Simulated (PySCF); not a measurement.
# CHF (SMILES [CH]F): NEVPT2(12,9)/STO-3G

Aim: the energy change on altering one bond length of CHF at NEVPT2(12,9)/STO-3G, from 2 runs. The job is set up through a Python script.

The results are computed with PySCF 2.14.0.

22 further runs of the same task are left out: 10 that didn't finish, 12 set aside as unsound or not needed.

### Step 1. Starting point

The species is CHF (3 atoms), meant as a singlet with charge 0. SMILES: `[CH]F`. Geometry: relaxed at GFN2-xTB.

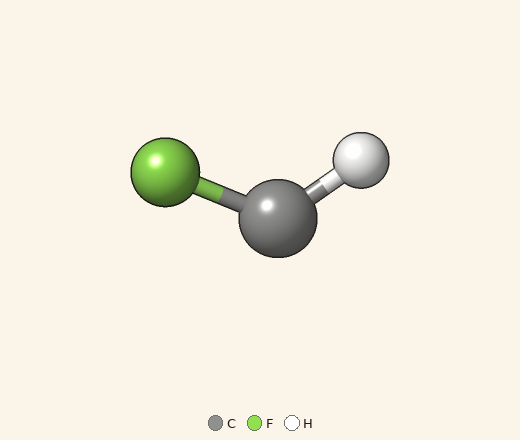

The structure, seen from a chosen angle (carbon grey, fluorine green, hydrogen white).

### Step 2. A single-point energy at NEVPT2(12,9)/STO-3G

The input, job.py:

```python
# [CH]F
import numpy
from pyscf import gto, scf, mp, mcscf, mrpt

mol = gto.M(
    atom='''
C   -0.128130  -0.359190  -0.106370
F    0.969610  -0.011280   0.530170
H   -0.841470   0.370470  -0.423800
''',
    max_memory=1860,
    basis='sto-3g',
    verbose=4,
)

mf = mol.RHF()
mf.conv_tol = 1e-10
mf.kernel()
if not mf.converged:
    mf = mf.newton().run(mf.mo_coeff, mf.mo_occ)

pt = mp.MP2(scf.addons.convert_to_uhf(mf)).run()
noons, natorbs = mcscf.addons.make_natural_orbitals(pt)
print('natural occupations', numpy.round(noons[:40], 4))
cas = mcscf.CASSCF(mf, 9, 12)
cas.fix_spin_(ss=0.0)
cas.natorb = True
cas.kernel(natorbs)
e_pt2 = mrpt.NEVPT(cas).kernel()
etot = cas.e_tot + e_pt2
print('Final energy', etot)
```

Command:

```bash
OMP_NUM_THREADS=1 python job.py
```

The log of the run:

```text
PySCF version 2.14.0

[INPUT] num. atoms = 3
[INPUT] num. electrons = 16
[INPUT] charge = 0
[INPUT] spin (= nelec alpha-beta = 2S) = 0
[INPUT] symmetry False subgroup None
[INPUT] Mole.unit = angstrom
[INPUT] Symbol           X                Y                Z      unit          X                Y                Z       unit  Magmom
[INPUT]  1 C     -0.128130000000  -0.359190000000  -0.106370000000 AA   -0.242130608341  -0.678770726683  -0.201010167870 Bohr   0.0
[INPUT]  2 F      0.969610000000  -0.011280000000   0.530170000000 AA    1.832297347640  -0.021316110685   1.001876099461 Bohr   0.0
[INPUT]  3 H     -0.841470000000   0.370470000000  -0.423800000000 AA   -1.590147842038   0.700086837368  -0.800865931591 Bohr   0.0

nuclear repulsion = 26.9760243262819
number of shells = 7
number of NR pGTOs = 33
number of NR cGTOs = 11
basis = sto-3g
ecp = {}

[... 37 lines left out ...]
converged SCF energy = -135.858590763097
[... 32 lines left out ...]
sorting_mo_energy = False
[... 24 lines left out ...]
1-step CASSCF converged in   5 macro ( 34 JK  11 micro) steps
[... 3 lines left out ...]
Natural orbital (expansion on meta-Lowdin AOs) in CAS space
[... 23 lines left out ...]
CASSCF energy = -135.949900174301
[... 7 lines left out ...]
Natural orbital (expansion on meta-Lowdin AOs) in CAS space
[... 31 lines left out ...]
Nevpt2 Energy = -0.000157810875805
Final energy -135.95005798517684
```

It took 4.8 s on 1 thread of Arm Neoverse V1, shared host; peak memory 0.14 GiB.

### Step 3. The distorted shape at the same level

The input, calc.py:

```python
import numpy
from pyscf import gto, scf, mp, mcscf, mrpt

molecule = gto.Mole()
molecule.atom = '''
C     -1.279409    -1.007519    -0.802491
F      1.832297    -0.021316     1.001876
H     -2.627426     0.371339    -1.402347
'''
molecule.max_memory = 1860
molecule.basis = 'sto-3g'
molecule.unit = 'bohr'
molecule.verbose = 3
molecule.build()

myscf = molecule.RHF()
myscf.conv_tol = 1e-10
myscf.kernel()
if not myscf.converged:
    myscf = myscf.newton().run(myscf.mo_coeff, myscf.mo_occ)

pt = mp.MP2(scf.addons.convert_to_uhf(myscf)).run()
noons, natorbs = mcscf.addons.make_natural_orbitals(pt)
print('natural occupations', numpy.round(noons[:40], 4))
cas = mcscf.CASSCF(myscf, 9, 12)
cas.fix_spin_(ss=0.0)
cas.natorb = True
cas.kernel(natorbs)
e_pt2 = mrpt.NEVPT(cas).kernel()
e_tot = cas.e_tot + e_pt2
print('E(%s) = %.9f' % ('NEVPT2', e_tot))
```

Command:

```bash
OMP_NUM_THREADS=1 python calc.py
```

The log of the run:

```text
converged SCF energy = -135.664099561271
E(UMP2) = -135.760239533783  E_corr = -0.0961399725124443
E(SCS-UMP2) = -135.776659811138  E_corr = -0.112560249866982
natural occupations [2.     2.     1.9991 1.9986 1.9955 1.9894 1.9847 1.8802 0.1255 0.0162
 0.0108]
CASSCF energy = -135.832508438670
CASCI E = -135.832508438670  E(CI) = -57.3766233262202  S^2 = 0.0000000
Sr    (-1)',   E = -0.00000000000000
Si    (+1)',   E = -0.00004149774364
Sijrs (0)  ,   E = 0.00000000000000
Sijr  (+1) ,   E = -0.00000000000000
Srsi  (-1) ,   E = -0.00000000000000
Srs   (-2) ,   E = 0.00000000000000
Sij   (+2) ,   E = -0.00001468312227
Sir   (0)' ,   E = -0.00000000000000
Nevpt2 Energy = -0.000056180865909
E(NEVPT2) = -135.832564620
```

Run time: 11 s. Hardware: 1 thread of Arm Neoverse V1, shared host; peak memory 0.14 GiB.

### Step 4. What came out

Level: NEVPT2(12,9)/STO-3G.

| quantity | value |
| --- | --- |
| first shape: total energy | -135.95006 Eh |
| first shape: dipole moment (Hartree–Fock density) | 1.51 D |
| first shape: HOMO energy (Hartree–Fock orbitals) | -7.40 eV |
| first shape: LUMO energy (Hartree–Fock orbitals) | 6.64 eV |
| first shape: HOMO–LUMO gap (Hartree–Fock orbitals) | 14.04 eV |
| distorted shape: total energy | -135.83256 Eh |
| distorted shape: dipole moment (Hartree–Fock density) | 2.02 D |
| distorted shape: HOMO energy (Hartree–Fock orbitals) | -7.66 eV |
| distorted shape: LUMO energy (Hartree–Fock orbitals) | 5.24 eV |
| distorted shape: HOMO–LUMO gap (Hartree–Fock orbitals) | 12.90 eV |
| energy change with the C1–F2 bond stretched from 1.316 to 1.974 Å | 3.197 eV |

In words: With the C1–F2 bond stretched from 1.316 to 1.974 Å the energy rises by 3.20 eV (74 kcal/mol). The first shape isn't relaxed at this level, so the change isn't measured from a minimum. The minimal basis adds a large error of its own.
